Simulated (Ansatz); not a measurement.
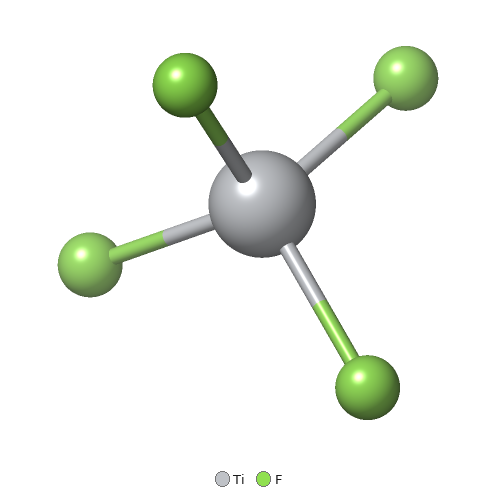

Every bond is drawn as one stick, whatever its order.

Charge 0, singlet.

Describe the molecule.

It has 5 atoms: 1 titanium and 4 fluorine (TiF4). This geometry has Td symmetry. Coordination: 1 Ti tetrahedral.

The parts below concern this one geometry. Atoms keep their numbers from picture to picture. Computed geometry: PBE0-D4/def2-TZVP optimisation.

Vibrations

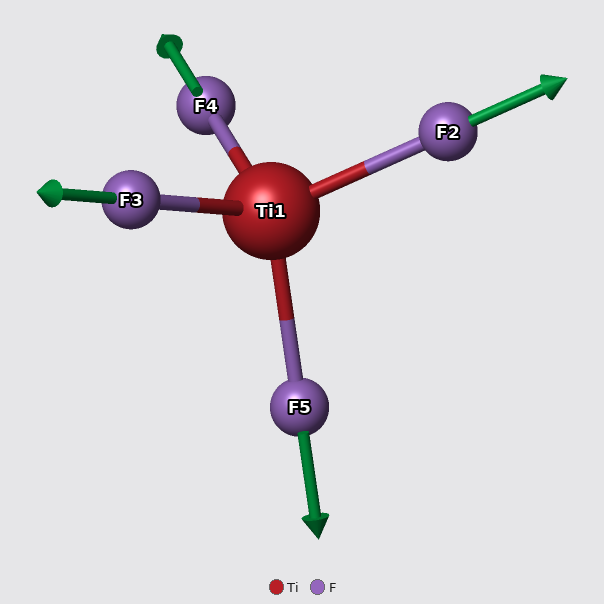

The arrows show one normal mode. Harmonic vibrations computed with RKS PBE0-D4/def2-TZVP (Ansatz 0.2.0) at a stationary point of the same level.

What kind of motion is it?

Mostly in-phase stretching of 4 Ti–F bonds.

At what wavenumber does it lie?

729 cm⁻¹; it is mode 6 of 9 counted from the lowest.

Thermal motion

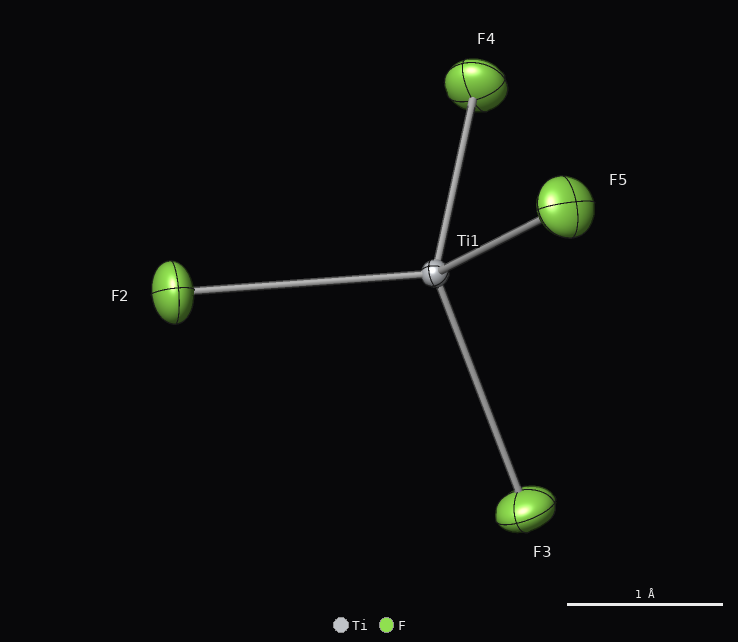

Displacement ellipsoids at the 50 % level, enlarged 2 times, from the internal vibrations of the free molecule (harmonic, no overall translation or rotation; no half-axis is drawn under 0.075 Å). Vibrations computed with RKS PBE0-D4/def2-TZVP (Ansatz 0.2.0). Temperature: 298 K.

Which atom has the largest mean-square displacement?

F2, F3, F4, F5, with U_eq = 0.0037 Å².

Give the displacement parameters, one line for each set of equivalent atoms.

```tsv
atom	U_eq (Å²)	rms amplitudes (Å)
Ti1	0.00091	0.030, 0.030, 0.030
F2, F3, F4, F5	0.0037	0.045, 0.067, 0.067
```

Charges

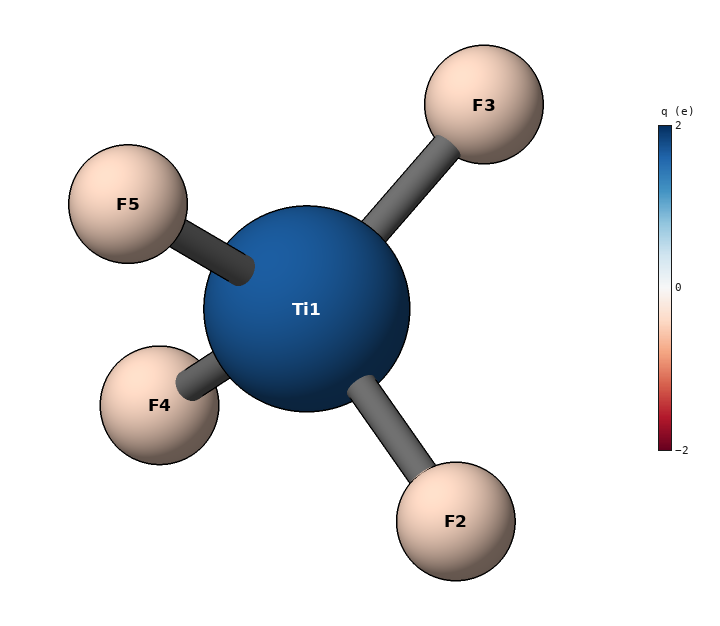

Atoms are coloured by their Mulliken charges. Properties computed with RKS PBE0-D4/def2-TZVP (Ansatz 0.2.0).

List the Mulliken charges.

| atom | value (e) |
| --- | --- |
| Ti1 | 1.67 |
| F2 | −0.42 |
| F3 | −0.42 |
| F4 | −0.42 |
| F5 | −0.42 |

Electronic properties

Method: RKS PBE0-D4/def2-TZVPP (Ansatz 0.2.0).

Predict the main results.

- HOMO energy (Kohn–Sham orbital): −12.52 eV
- LUMO energy (Kohn–Sham orbital): −3.10 eV
- HOMO–LUMO gap: 9.42 eV

Mulliken values depend strongly on the basis set and can even reverse the polarity of a bond.
